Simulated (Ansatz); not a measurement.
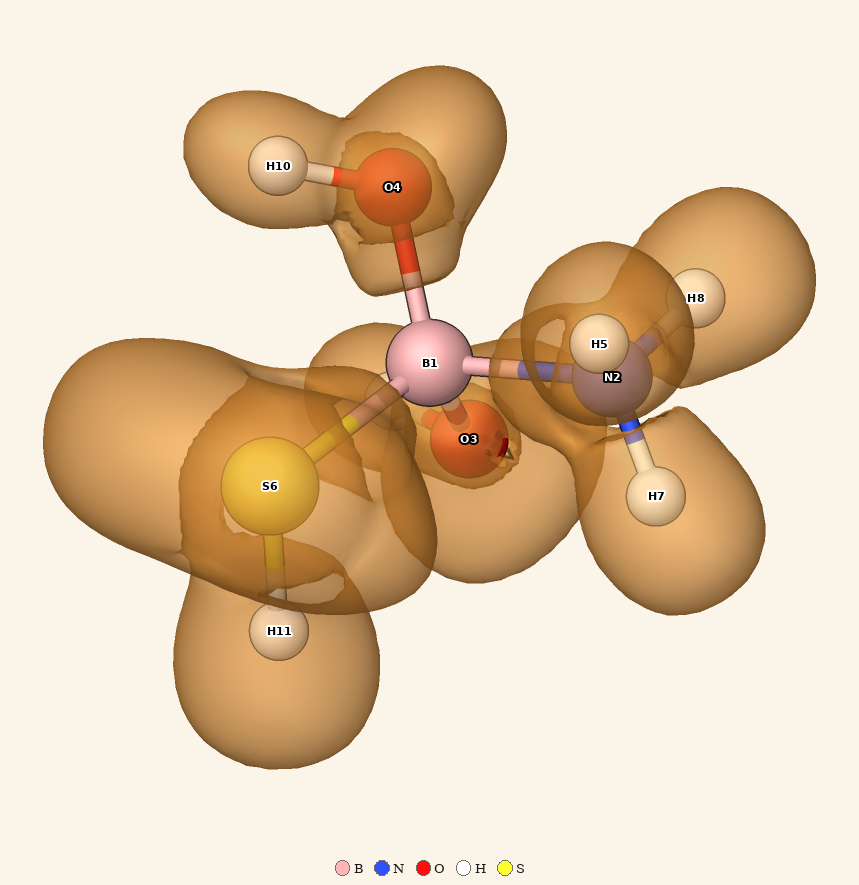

BH$_{6}$NO$_{2}$S. Isosurface of the electron localisation function at 0.75 (orange), seen at a tilt. Only the valence region is drawn (cores and ρ < 0.01 e/Å³ removed).

The product side of a reaction path; geometry: PBE0-D4/def2-TZVP; a saddle point, not a minimum.

The calculation used Ansatz 0.2.0, RKS PBE0-D4/def2-TZVPP.

```yaml
atoms:
  - { symbol: B, position_ang: [-0.2287, -0.2652, 0.0303] }
  - { symbol: N, position_ang: [0.2911, 1.2900, -0.1559] }
  - { symbol: O, position_ang: [-0.2543, -0.7074, -1.3217] }
  - { symbol: O, position_ang: [-1.4734, -0.1376, 0.7124] }
  - { symbol: H, position_ang: [0.5041, 1.7015, 0.7462] }
  - { symbol: S, position_ang: [1.0957, -1.1312, 1.1642] }
  - { symbol: H, position_ang: [1.1250, 1.3089, -0.7336] }
  - { symbol: H, position_ang: [-0.4427, 1.8267, -0.6119] }
  - { symbol: H, position_ang: [-0.8655, -1.4374, -1.4262] }
  - { symbol: H, position_ang: [-1.5538, -0.7670, 1.4290] }
  - { symbol: H, position_ang: [1.8026, -1.6811, 0.1673] }
```

Q: What do the ELF domains correspond to?

A: The ELF exceeds this value in one joined region spread over several atoms (H, N), in which their bonds and any lone pairs are merged, two joined regions spread over several atoms (H, O), in which their bonds and any lone pairs are merged and one joined region spread over several atoms (H, S), in which their bonds and any lone pairs are merged. Profiles from the grid: B–O (1.42 Å): the ELF peaks at about 0.90 between the atoms, as expected for a polar covalent bond. B–N (1.65 Å): the ELF peaks at about 0.95 between the atoms; a shared but strongly polarised pair.
